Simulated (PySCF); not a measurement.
Vertical excitations of a molecule CH3FO2Si2 from TDA-PBE/def2-SVPD (PySCF), as energy in eV (oscillator strength): 4.26 (0.001), 5.16 (0.027), 5.24 (0.009), 5.47 (0.019), 5.82 (0.076), 6.07 (0.043), 6.31 (0.039), 6.55 (0.040), 6.61 (0.010), 6.75 (0.016). Lowest triplet (TDA): 3.74 eV. The structure is a stationary point at PBE0-D3(BJ)/def2-SVP. The values are those of a single conformer.

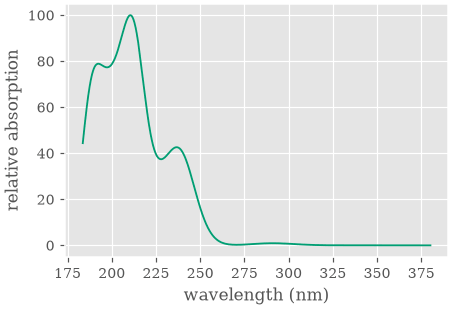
*The lines broadened by 0.4 eV.*

Question: Which molecule gave these data?
A) O=C1O[Si@H](F)[SiH2]1
B) O=C1O[SiH2][Si@H]1F
C) O=C1[SiH2]O[Si@@H]1F

Answer: A, O=C1O[Si@H](F)[SiH2]1
